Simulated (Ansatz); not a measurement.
# H$_{3}$NS$_{3}$Zn: what the fields show

Input

```
crystal:
  periodic: [false, false, false]
  atoms:
    - { symbol: "N", position_ang: [0.6226, 1.5773, -0.0552] }
    - { symbol: Zn, position_ang: [1.6206, 0.691, 0.9819] }
    - { symbol: S, position_ang: [1.0745, -1.2486, 0.9782] }
    - { symbol: S, position_ang: [0.2359, -2.0955, -0.715] }
    - { symbol: S, position_ang: [-1.7744, -1.635, 0.0078] }
    - { symbol: H, position_ang: [-0.345, 1.706, 0.4234] }
    - { symbol: H, position_ang: [0.3967, 1.314, -1.0392] }
    - { symbol: H, position_ang: [-1.7388, -0.3662, -0.6376] }
basis:
  gaussian: { orbitals: def2-SVP }
hamiltonian:
  xc: pbe0
  dispersion: d4
relax:
  f_tol: 0.015
  max_steps: 40
output:
  orbitals: {}
```

Launched as:

```sh
ansatz run input.yaml --threads 2 --pin off --max-ram 3072MiB --backend cpu --events-out ev --progress --plain --runs-dir out
```

The fields are those of the run's last geometry, not of the input's.

These are results of RKS PBE0-D4/def2-SVP in Ansatz 0.2.0, not measurements.

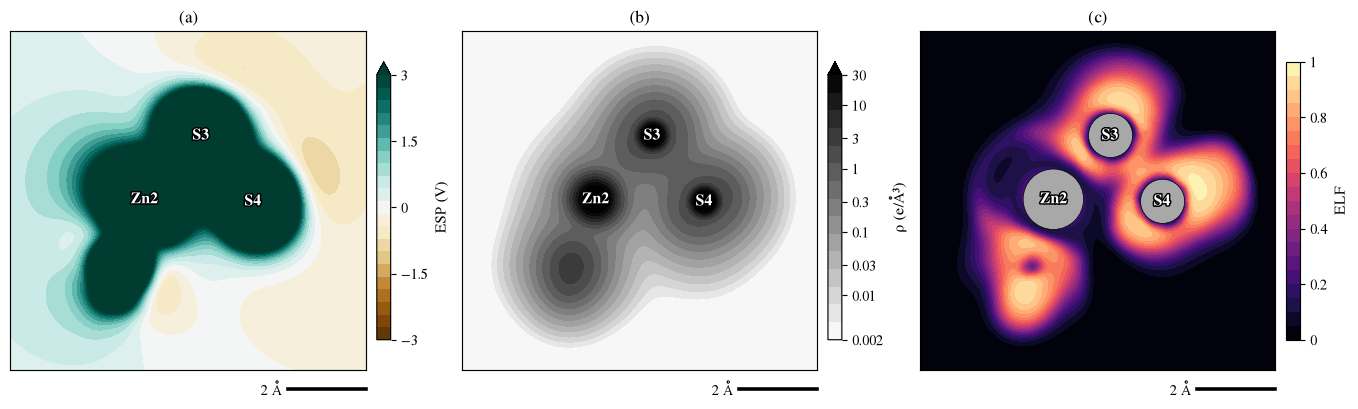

Figure 1. (a) molecular electrostatic potential; (b) electron density; (c) electron localisation function on the plane of atoms Zn2, S3 and S4. Grey discs cover the atomic cores in the ELF map.

Describe what can be read from this map.

- The section cuts through Zn and S sites.
- Zn–S (2.18 Å): the density is about 0.64 e/Å³ at the midpoint; the ELF peaks at about 0.85 in the valence shell of S, 0.9 Å from its nucleus, and is about 0.60 at the midpoint.
- S–S (2.14 Å): ρ at the midpoint is about 0.81 e/Å³; the ELF peaks at about 0.80 between the atoms: a shared electron pair.
- The ELF also peaks beside S4 and S3, away from the bonds: lone-pair regions.
- Outside the dense part of the molecule the potential is most negative (−0.9 V) near S4.

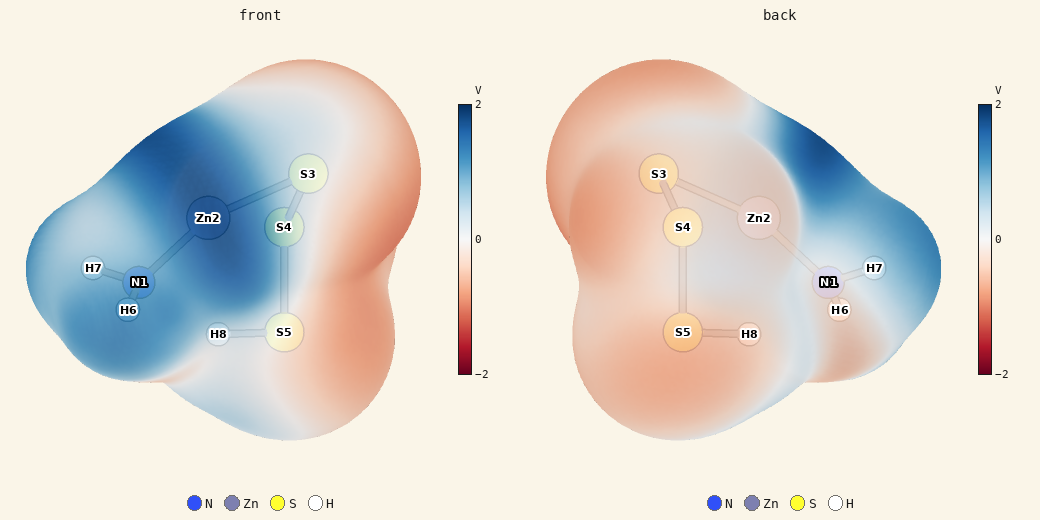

Figure 2. The electrostatic potential painted on the density surface at 0.001 e/bohr³, seen from the front and from behind; the colour scale runs from red (negative) to blue (positive).

Which sites attract a positive test charge, and which a negative one?

A positive charge is drawn to the negative regions and a negative charge to the positive ones. The most negative region (about −1.0 V) lies over S3, the most positive (about +1.8 V) over Zn2.

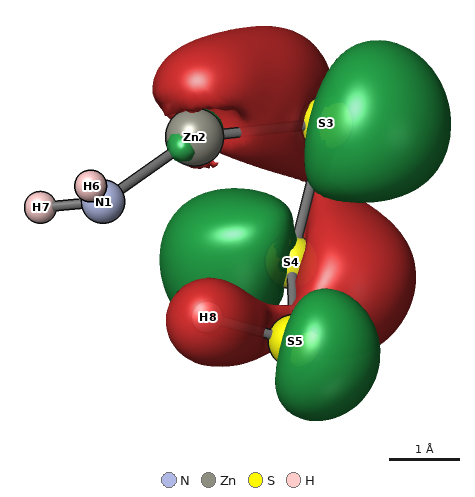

Figure 3. The HOMO at ±0.08 Å⁻³ᐟ² (green and red are the two phases), seen at a tilt.

What is the character of this orbital?

It lies mainly on S4 (about 45 %), S3 (about 40 %), S5 (about 10 %) and Zn2 (about 5 %); π-antibonding (π*) across S4–S3. Its energy is −6.57 eV.
